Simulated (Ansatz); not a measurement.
The compound is Sr₂BN (space group P-3m1, No. 164), taken as coordinates from a relaxation with DFT PBE, scalar-relativistic, plane waves, PAW in Ansatz 0.2.0; the starting structure was generated, so it need not be a known form of this composition.

```cif
data_structure
_symmetry_space_group_name_H-M 'P-3m1'
_symmetry_Int_Tables_number 164
_cell_length_a 3.8822
_cell_length_b 3.8822
_cell_length_c 6.7124
_cell_angle_alpha 90.000
_cell_angle_beta 90.000
_cell_angle_gamma 120.000
_cell_volume 87.61
loop_
_atom_site_label
_atom_site_type_symbol
_atom_site_symmetry_multiplicity
_atom_site_Wyckoff_symbol
_atom_site_fract_x
_atom_site_fract_y
_atom_site_fract_z
_atom_site_occupancy
Sr1 Sr 2 d 0.33333 0.66667 0.79425 1
B1 B 1 b 0.00000 0.00000 0.50000 1
N1 N 1 a 0.00000 0.00000 0.00000 1
```

Bonds are taken as B–Sr below 3.4 Å and N–Sr below 3 Å. Simplification: prune 0- and 1-connected atoms, fold 2-connected ones into links.

Derive the underlying net.

The result is a binodal (6,6)-connected, three-periodic net: Sr is a 6-connected node; B and N are 6-connected nodes, in the ratio 1:1. It is the nia net, known from NiAs. It is a single net, without interpenetration.

| node | links | point symbol | coordination sequence |
| --- | --- | --- | --- |
| Sr | 6 | 4⁹·6⁶ | 6 18 42 74 114 |
| B and N | 6 | 4¹²·6³ | 6 20 42 74 114 |

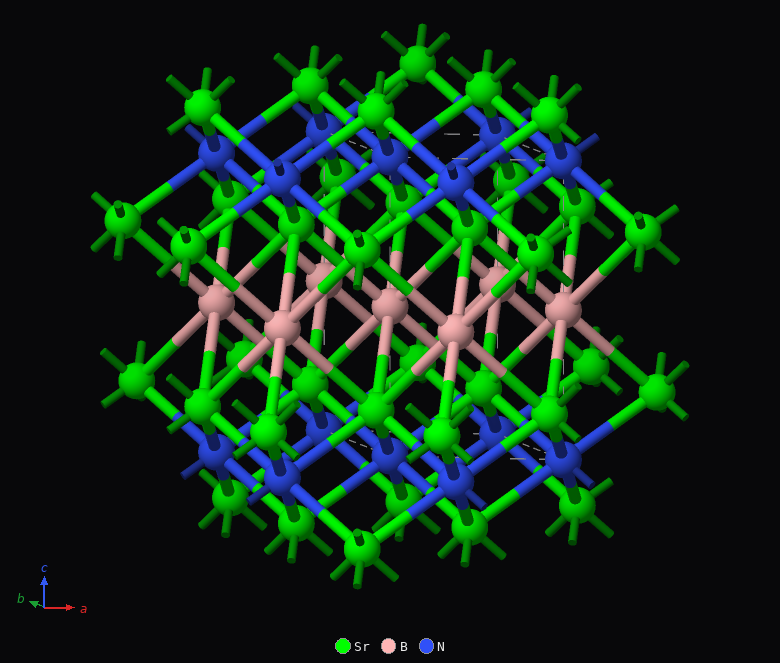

Nodes are coloured by element. Edges to nodes outside the piece are drawn as stubs.
